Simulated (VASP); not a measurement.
Consider the following.

```xyz
4
Lattice="1.9428 -3.3650 0.0000 1.9428 3.3650 0.0000 0.0000 0.0000 12.5330" Properties=species:S:1:pos:R:3 pbc="T T T"
La     0.0000     0.0000     6.2665
La     0.0000     0.0000     0.0000
La     1.9428     1.1217     3.1332
La     1.9428    -1.1217     9.3997
```

Computed with vdW-DF2, VASP's PBE PAW potentials (set 64) (plane waves; VASP). Numerical set-up: 520 eV cut-off, 10×10×3 Γ-centred mesh, tetrahedra with Blöchl corrections, potentials La.

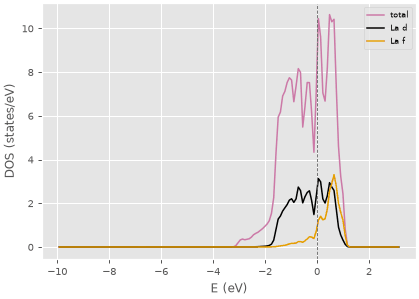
*Total and projected density of states, zero at the Fermi level*

Within 2 eV below the Fermi level the largest weight inside VASP's projection spheres is La d.

It has no gap at this level: it comes out as a metal or semimetal.

The compound is La in the dhcp structure. It was relaxed first, which changed the volume by +9 %.
